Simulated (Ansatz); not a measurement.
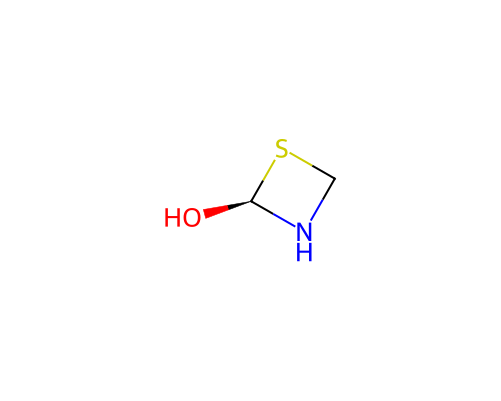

The computed structure is the end point of a PBE-D4/def2-SVP optimisation. No frequency run is at hand to confirm it as a minimum. Method: RKS PBE-D4/def2-SVP (Ansatz 0.2.0).

What does the calculation give?

The species is C₂H₅NOS (`O[C@@H]1NCS1`).
- dipole moment: 2.61 D
- dispersion correction: −20.7 kJ/mol
